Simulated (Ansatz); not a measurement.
**BO (doublet): one geometry, many settings**

Aim: run BO (doublet) at one geometry under a spread of methods and options, and see what each costs and gives.

Method: the settings change from run to run; program: Ansatz 0.2.0, Gaussian basis.

16 further runs of the same task are left out: 2 for a known fault of the program, 3 that didn't finish, 11 set aside as unsound or not needed. Runs told in other sessions of the task aren't counted.

## 1. The geometry

The geometry is a PBE0/def2-TZVP stationary point (not a proven minimum).

2 atoms, charge 0, spin multiplicity 2.

Atoms are counted from 1 here; the program's logs count them from 0.

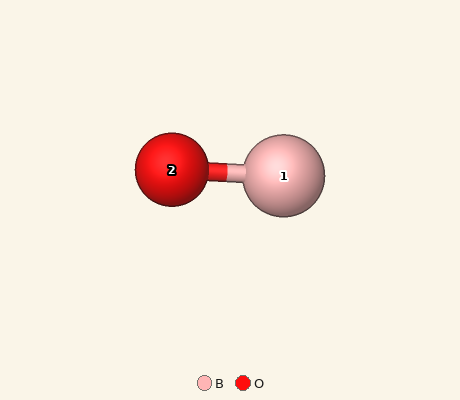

The structure; boron pink, oxygen red; atoms are numbered from 1 in the order of the file.

## 2. HF (UHF)/6-31G*

File in.yaml:

```yaml
crystal:
  periodic: [false, false, false]
  atoms:
    - {symbol: B, position_ang: [0.000000, 0.000000, 0.000000]}
    - {symbol: O, position_ang: [0.000000, 0.000000, 1.200581]}
basis:
  gaussian: {orbitals: "6-31G*"}
magnetization: {spin_polarized: true, initial_magnetization: 1}
hamiltonian: {xc: hf}
output: {forces: true, orbitals: {seedname: orbitals}}
```

Launch:

```console
$ ansatz run in.yaml --threads 1 --pin off --events-out ev --progress --plain --max-ram 2393MiB
```

The log of the run:

```text
Functional definition: HF
  name "HF"
  cite "Fock, Z. Phys. 61, 126 (1930) doi:10.1007/BF01340294"
  parent pbe
  exchange = exact_x
  correlation = 0
266 factors; integrals over basis functions are off by at most 9.5e-4 eV
mean field evaluation 1: about -2704.1939 eV, gradient 2.8e1 eV
mean field evaluation 2: about -2704.1985 eV, gradient 2.8e1 eV
mean field evaluation 4: about -2707.7966 eV, gradient 2.9e0 eV
mean field evaluation 8: about -2708.0582 eV, gradient 3.5e-1 eV
mean field evaluation 16: about -2705.2634 eV, gradient 1.0e0 eV
mean field -2708.06617842 eV, -99.5195964636 hartree, gradient 1.2e-5 eV, S^2 0.804670; 0 other end points of the search recorded, 0 dependent functions left out
the calculation of the forces begins
reference -2708.06617842 eV, -99.5195964636 hartree; 7, 6 occupied and 23, 24 virtual orbitals, 266 factors
Total energy: -2708.06617842 eV, -99.5195964636 hartree
Atom 0 at     0.000000     0.000000     0.000000 Å, force     0.000000     0.000000     1.381255 eV/Å
Atom 1 at     0.000000     0.000000     1.200581 Å, force    -0.000000    -0.000000    -1.381255 eV/Å
Dipole moment:    -0.000000     0.000000    -0.570248 e Å
```

It took 0.12 s on 1 thread of Arm Neoverse V2, shared host.

From the report: ⟨S²⟩ of the determinant 0.805 (pure doublet: 0.75).

## 3. MP2 on ROHF/6-31G*

File in.yaml:

```yaml
crystal:
  periodic: [false, false, false]
  atoms:
    - {symbol: B, position_ang: [0.000000, 0.000000, 0.000000]}
    - {symbol: O, position_ang: [0.000000, 0.000000, 1.200581]}
basis:
  gaussian: {orbitals: "6-31G*"}
magnetization: {spin_polarized: false, initial_magnetization: 1}
correlation: {method: mp2, electrons: outside_noble_gas}
```

Same command.

The log of the run, shortened:

```text
Functional definition: HF
  name "HF"
  cite "Fock, Z. Phys. 61, 126 (1930) doi:10.1007/BF01340294"
  parent pbe
[...]
266 factors; integrals over basis functions are off by at most 9.5e-4 eV
[...]
mean field -2707.96687940 eV, -99.5159472920 hartree, gradient 6.0e-6 eV, S^2 0.750000; 5 other end points of the search recorded, 0 dependent functions left out
[...]
2 core orbitals not correlated: weight in the atoms' cores, before any rotation towards them, 1.000 or more for the frozen orbitals, at most 0.000 for the correlated occupied ones
reference -2707.96687940 eV, -99.5159472920 hartree; 5, 4 occupied and 23, 24 virtual orbitals, 266 factors
second order -6.48555222 eV of doubles, -0.02523950 eV of singles
Total energy: -2714.47767111 eV, -99.7552144743 hartree
```

Wall time 0.21 s (1 thread of Arm Neoverse V2, shared host).

## 4. BCCD(T) on ROHF/def2-SVP

File in.yaml:

```yaml
crystal:
  periodic: [false, false, false]
  atoms:
    - {symbol: B, position_ang: [0.000000, 0.000000, 0.000000]}
    - {symbol: O, position_ang: [0.000000, 0.000000, 1.200581]}
basis:
  gaussian: {orbitals: def2-SVP}
magnetization: {spin_polarized: false, initial_magnetization: 1}
correlation: {method: bccd_t, electrons: outside_noble_gas}
accuracy: high
output: {forces: true}
```

Launched as before.

The log of the run, shortened:

```text
Functional definition: HF
  name "HF"
  cite "Fock, Z. Phys. 61, 126 (1930) doi:10.1007/BF01340294"
  parent pbe
[...]
522 factors; integrals over basis functions are off by at most 3.6e-9 eV
[...]
mean field -2705.85121042 eV, -99.4381978911 hartree, gradient 2.0e-8 eV, S^2 0.750000; 5 other end points of the search recorded, 0 dependent functions left out
determinant -2705.85121042 eV, -99.4381978911 hartree, with singles and doubles -2712.59176050 eV, -99.6859085375 hartree
determinant -2703.04237022 eV, -99.3349749177 hartree, with singles and doubles -2709.03701201 eV, -99.5552739403 hartree
2 core orbitals not correlated: weight in the atoms' cores, before any rotation towards them, 1.000 or more for the frozen orbitals, at most 0.000 for the correlated occupied ones
reference -2705.85121042 eV, -99.4381978911 hartree; 5, 4 occupied and 21, 22 virtual orbitals, 522 factors
second order -6.60475836 eV of doubles, -0.02431976 eV of singles
cycle   1  -6.69081421 eV  change    5.0e-2 eV  update   2.5e-2
[...]
cycle  22  -6.70101549 eV  change  -9.4e-11 eV  update  8.2e-10
perturbative correction -0.28750185 eV, -0.0105654983 hartree
[...]
Total energy: -2712.83972776 eV, -99.6950211664 hartree
Atom 0 at     0.000000     0.000000     0.000000 Å, force    -0.000000    -0.000000    -1.203047 eV/Å
Atom 1 at     0.000000     0.000000     1.200581 Å, force     0.000000     0.000000     1.203047 eV/Å
Dipole moment:    -0.000000     0.000000    -0.409974 e Å
```

Run time: 2.1 s. Hardware: 1 thread of Arm Neoverse V2, shared host.

From the report: correlation -6.9885 eV; largest double amplitude 0.07.

## 5. HF (UHF)/6-31G*

File in.yaml:

```yaml
crystal:
  periodic: [false, false, false]
  atoms:
    - {symbol: B, position_ang: [0.000000, 0.000000, 0.000000]}
    - {symbol: O, position_ang: [0.000000, 0.000000, 1.200581]}
basis:
  gaussian: {orbitals: "6-31G*", point_charges: [{charge: -1.00, position_ang: [4.019, 1.000, -0.624]}]}
magnetization: {spin_polarized: true, initial_magnetization: 1}
hamiltonian: {xc: hf}
output: {orbitals: {seedname: orbitals}}
```

Launched as before.

The log of the run:

```text
Functional definition: HF
  name "HF"
  cite "Fock, Z. Phys. 61, 126 (1930) doi:10.1007/BF01340294"
  parent pbe
  exchange = exact_x
  correlation = 0
266 factors; integrals over basis functions are off by at most 9.5e-4 eV
mean field evaluation 1: about -2704.2982 eV, gradient 2.8e1 eV
mean field evaluation 2: about -2704.3027 eV, gradient 2.8e1 eV
mean field evaluation 4: about -2707.9844 eV, gradient 2.9e0 eV
mean field evaluation 8: about -2708.2296 eV, gradient 3.2e-1 eV
mean field evaluation 16: about -2705.3671 eV, gradient 1.1e0 eV
mean field -2708.23603916 eV, -99.5258387307 hartree, gradient 2.2e-5 eV, S^2 0.797565; 0 other end points of the search recorded, 0 dependent functions left out
reference -2708.23603916 eV, -99.5258387307 hartree; 7, 6 occupied and 23, 24 virtual orbitals, 266 factors
Total energy: -2708.23603916 eV, -99.5258387307 hartree
```

Run time: 0.12 s. Hardware: 1 thread of Arm Neoverse V2, shared host.

From the report: ⟨S²⟩ of the determinant 0.798 (pure doublet: 0.75).

## 6. NEVPT4(SD)(3,5)/STO-3G

File in.yaml:

```yaml
crystal:
  periodic: [false, false, false]
  atoms:
    - {symbol: B, position_ang: [0.000000, 0.000000, 0.000000]}
    - {symbol: O, position_ang: [0.000000, 0.000000, 1.200581]}
basis:
  gaussian: {orbitals: STO-3G, point_charges: [{charge: -1.00, position_ang: [3.198, -0.610, -0.784]}]}
magnetization: {spin_polarized: false, initial_magnetization: 1}
correlation: {method: fic_nevpt4_sd, electrons: all, active_space: {window: {electrons: 3, orbitals: 5}, states: [{multiplicity: 2, weights: [0.5, 1, 1, 0.5]}], root: 3}}
```

The command is unchanged.

The log of the run, shortened:

```text
Functional definition: HF
  name "HF"
  cite "Fock, Z. Phys. 61, 126 (1930) doi:10.1007/BF01340294"
  parent pbe
[...]
149 factors; integrals over basis functions are off by at most 3.9e-8 eV
[...]
mean field -2671.42110925 eV, -98.1729150106 hartree, gradient 2.7e-6 eV, S^2 0.750000; 5 other end points of the search recorded, 0 dependent functions left out
reference -2671.42110925 eV, -98.1729150106 hartree; 7, 6 occupied and 3, 4 virtual orbitals, 149 factors
state -2672.12072823 eV, -98.1986255338 hartree
state -2668.94685322 eV, -98.0819877787 hartree
state -2664.75677406 eV, -97.9280052098 hartree
state -2663.01081588 eV, -97.8638424299 hartree
state -2672.12072823 eV, -98.1986255338 hartree; corrected -2674.63421332 eV, -98.2909944071 hartree
state -2668.94685322 eV, -98.0819877787 hartree; corrected -2670.12387430 eV, -98.1252425056 hartree
state -2664.75677406 eV, -97.9280052098 hartree; corrected -2665.61242615 eV, -97.9594498441 hartree
state -2663.01081588 eV, -97.8638424299 hartree; corrected -2665.96744523 eV, -97.9724965546 hartree
Total energy: -2665.96744523 eV, -97.9724965546 hartree
```

It took 0.27 s on 1 thread of Arm Neoverse V2, shared host.

From the report: 50 determinants; active occupations (of the averaged states) 1.29, 1.10, 0.51, 0.10, 0.00.

## 7. CISD/cc-pVTZ

File in.yaml:

```yaml
crystal:
  periodic: [false, false, false]
  atoms:
    - {symbol: B, position_ang: [0.000000, 0.000000, 0.000000]}
    - {symbol: O, position_ang: [0.000000, 0.000000, 1.200581]}
basis:
  gaussian: {orbitals: cc-pVTZ}
magnetization: {spin_polarized: false, initial_magnetization: 1}
hamiltonian: {pseudopotentials: {relativity: scalar}}
correlation: {active_space: {ras: {orbitals: [4, 1, 53], electrons: 9, max_holes: 2, max_particles: 2}, fixed_orbitals: true}}
output: {forces: true}
```

The command is unchanged.

The log of the run, shortened:

```text
Functional definition: HF
  name "HF"
  cite "Fock, Z. Phys. 61, 126 (1930) doi:10.1007/BF01340294"
  parent pbe
[...]
368 factors; integrals over basis functions are off by at most 1.6e-3 eV
[...]
mean field -2710.48953717 eV, -99.6086532554 hartree, gradient 1.8e-6 eV, S^2 0.750000; 4 other end points of the search recorded, 0 dependent functions left out
reference -2710.48953717 eV, -99.6086532554 hartree; 7, 6 occupied and 53, 54 virtual orbitals, 368 factors
state -2718.25735330 eV, -99.8941152327 hartree
[...]
Total energy: -2718.25735330 eV, -99.8941152327 hartree
Relativity: scalar
Atom 0 at     0.000000     0.000000     0.000000 Å, force    -0.000000     0.000000     0.059710 eV/Å
Atom 1 at     0.000000     0.000000     1.200581 Å, force     0.000000    -0.000000    -0.059710 eV/Å
Dipole moment:    -0.000000     0.000000    -0.499708 e Å
```

Wall time 4 s (1 thread of Arm Neoverse V2, shared host); peak memory 0.45 GiB.

From the report: 30,790 determinants.

## 8. The runs in one table

```
                                                                       level         correlated  functions  energy (eV)    time
                                                             HF (UHF)/6-31G*                            30   -2708.0662  0.12 s
                                                          MP2 on ROHF/6-31G*  outside noble gas         30   -2714.4777  0.21 s
                                                    BCCD(T) on ROHF/def2-SVP  outside noble gas         28   -2712.8397   2.1 s
                                     HF (UHF)/6-31G* (beside a point charge)                            30   -2708.2360  0.12 s
NEVPT4(SD)(3,5)/STO-3G (excited root 3 of an average, beside a point charge)                all         10   -2665.9674  0.27 s
                                               CISD/cc-pVTZ (relativity set)            valence         60   -2718.2574     4 s
```

## 9. What came out

```
quantity                               value
    runs                                   6
quickest             HF (UHF)/6-31G*, 0.12 s
 slowest  CISD/cc-pVTZ (relativity set), 4 s
```

In words: Total energies in different bases, with other cores or another treatment of relativity can't be set against each other. CISD/cc-pVTZ (relativity set) took 34 times as long as HF (UHF)/6-31G*; the jobs differ in more than the method.
